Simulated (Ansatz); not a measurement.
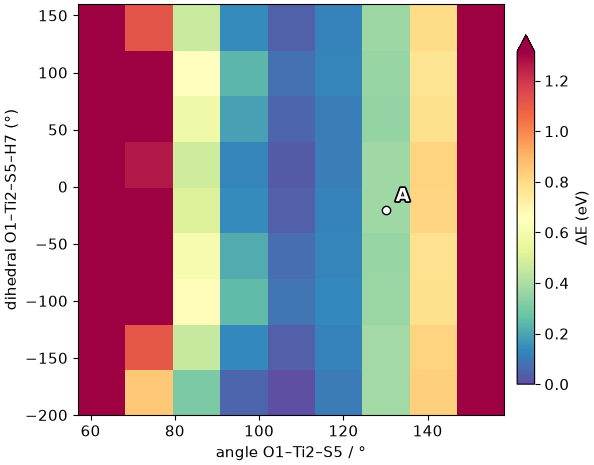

F₂H₂OSTi, SMILES [OH][Ti]([F])([F])[SH]. 
- The first coordinate is: angle O1–Ti2–S5; the second: dihedral O1–Ti2–S5–H7.
- Nothing is relaxed (all other coordinates rigid).
- Grid: 9 × 9 points.
- Energies: eV, counted from the lowest grid point.
- Energies and slopes of some neighbouring points disagree (a jump in structure or state, or too coarse a mesh).
- Level of theory: RKS B3LYP-D4/def2-SVP (Ansatz).

Drawn: one coloured cell a grid point, one colour for all values above the top of the scale, the point A.

**Is A at rest? If not, where is it pushed?**

A, at angle O1–Ti2–S5 = 130.1°, dihedral O1–Ti2–S5–H7 = −20°, is not a stationary point. The computed force is 0.03 eV for each degree towards smaller values of angle O1–Ti2–S5 and 0.0004 eV for each degree towards smaller values of dihedral O1–Ti2–S5–H7.
